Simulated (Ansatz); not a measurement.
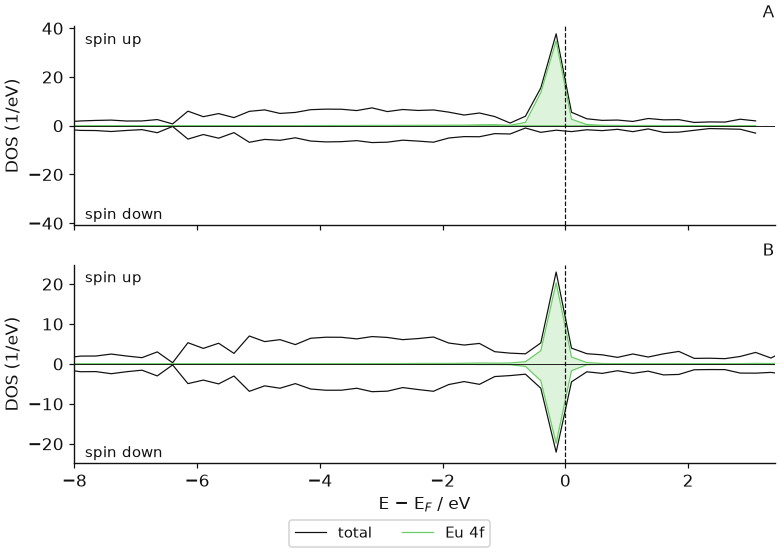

Spin-resolved densities of states of EuPPt$_{3}$, space group P1 (No. 1), 10 atoms in the cell, in two magnetic states on the same cell (spin down negative; each from its own Fermi level). Ansatz; DFT with PBE, PAW plane waves, spin-polarised, 3×3×4 k mesh, 420 eV cutoff, cold smearing of 0.045 eV.

Which panel is which state: antiferromagnetic and ferromagnetic?

Answer. A is ferromagnetic (net moment 13.4 μB, local moments 13.8 μB in all, metal); B is antiferromagnetic (net moment 0.0 μB, local moments 13.6 μB in all, metal). Unequal spin channels mark a net moment; equal ones mean that moments cancel or are absent.

Which of these states is lowest in energy?

Answer. The two lowest lie within 2 meV an atom, the ferromagnetic one lower, which is too close to call at this level.

The atoms aren't at rest in this cell (largest force 7.9 eV/Å), so the relaxed material can differ. Spin-orbit coupling is left out, which matters for Pt and Eu.
